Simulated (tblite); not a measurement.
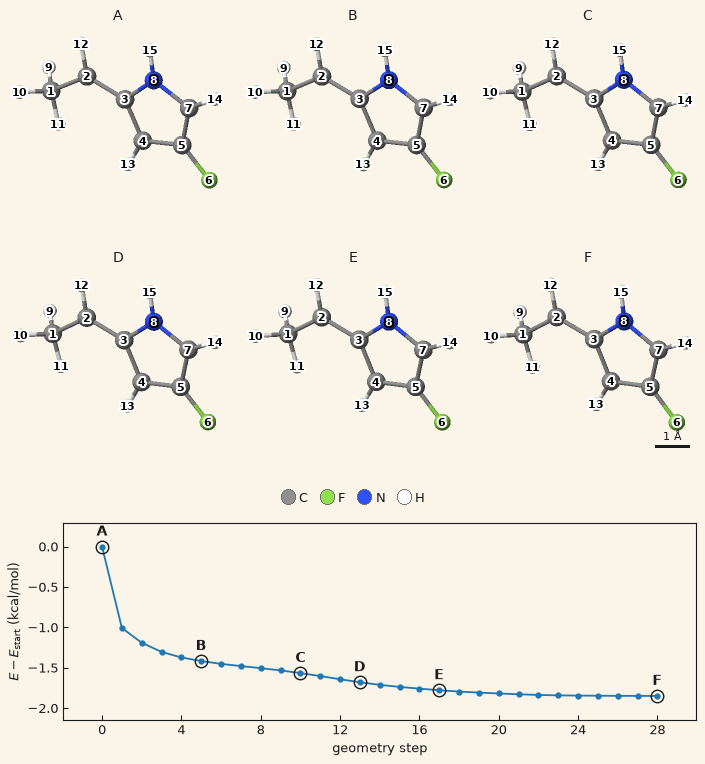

Frames of a relaxation of C₆H₇FN (multiplicity 2), marked on the history of the run. The picture is a ball-and-stick view, seen at a tilt.

Computed with tblite, GFN2-xTB geometry optimisation, gas phase. 

> Describe the path.

The energy falls by 1.85 kcal/mol in 28 geometry steps. The largest move after the best rigid fit is that of H11, 0.14 Å. Largest moves by element: H 0.14 Å, F 0.09 Å, C 0.08 Å, N 0.04 Å. Among the contacts that change: C2–C3 1.398 → 1.374 Å, C5–C7 1.361 → 1.381 Å, C4–C5 1.406 → 1.387 Å, C1–C2 1.503 → 1.485 Å. Among the angles between lasting bonds that change: C1–C2–C3 128.5° → 124.7°, C1–C2–H12 113.5° → 116.9°, C2–C3–N8 119.4° → 122.4°. From step 0 to 5: C1 moves most (0.03 Å), energy −1.42 kcal/mol. From step 5 to 10: H11 moves most (0.04 Å), energy −0.15 kcal/mol. From step 10 to 13: H11 moves most (0.04 Å), energy −0.11 kcal/mol. From step 13 to 17: H11 moves most (0.04 Å), energy −0.10 kcal/mol. From step 17 to 28: H15 moves most (0.04 Å), energy −0.07 kcal/mol.

| step | E − E(0), kcal/mol |
| --- | --- |
| 0 | 0.00 |
| 1 | -1.01 |
| 2 | -1.19 |
| 3 | -1.30 |
| 4 | -1.37 |
| 5 | -1.42 |
| 6 | -1.45 |
| 7 | -1.48 |
| 8 | -1.50 |
| 9 | -1.53 |
| 10 | -1.57 |
| 11 | -1.60 |
| 12 | -1.64 |
| 13 | -1.68 |
| 14 | -1.71 |
| 15 | -1.74 |
| 16 | -1.76 |
| 17 | -1.78 |
| 18 | -1.79 |
| 19 | -1.81 |
| 20 | -1.82 |
| 21 | -1.83 |
| 22 | -1.84 |
| 23 | -1.84 |
| 24 | -1.84 |
| 25 | -1.85 |
| 26 | -1.85 |
| 27 | -1.85 |
| 28 | -1.85 |
